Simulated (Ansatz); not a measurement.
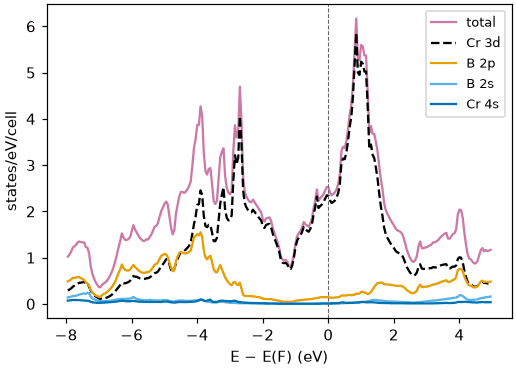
Total and projected density of states of CrB in space group Cmcm (No. 63; Cr on 4c, B on 4c), DFT-r²SCAN in the program Ansatz with PAW potentials

Which orbitals carry the states next to the Fermi level?

Within 0.5 eV of the Fermi level: Cr 3d 93 %, B 2p 6 %. Projections are on Löwdin-orthogonalised atomic valence shells; empty p or d shells of many metals are not among them.

Where is the tallest occupied peak in this window, and what makes it?

Near -2.7 eV, about 4.7 states/eV per cell; the largest projected share is Cr 3d.

The workflow started from an entry of the Crystallography Open Database (COD). Whether it is the stable phase at ambient conditions was not checked. The r²SCAN relaxation kept the symmetry of its start; whether a distortion lowers the energy is not shown. The workflow began spin-polarised and lost its moments.

Potentials: the later of the program's two PAW sets.
